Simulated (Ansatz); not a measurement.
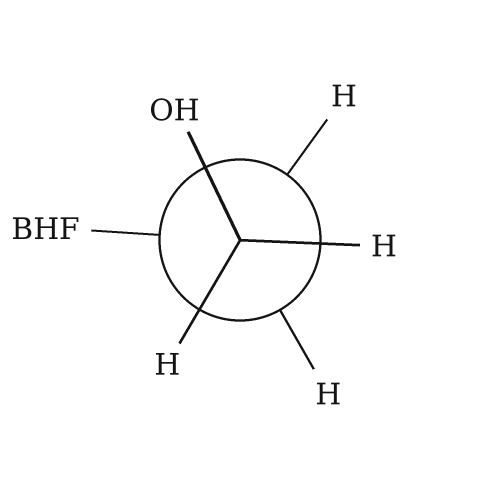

A Newman projection along the C–C bond, carbon in front; angles are drawn as computed, but eclipsed bonds slightly apart. Computed geometry: PBE0-D4/def2-TZVP optimisation. No frequency run is at hand to confirm it as a minimum.

Q: Which molecule is it?

A: C2H6BFO, OCCBF

Q: What is the torsion angle from the front OH to the back BHF? The sign is positive where the front bond must turn clockwise to cover the back bond.

A: −61°, synclinal (gauche). The conformation about this bond is staggered.
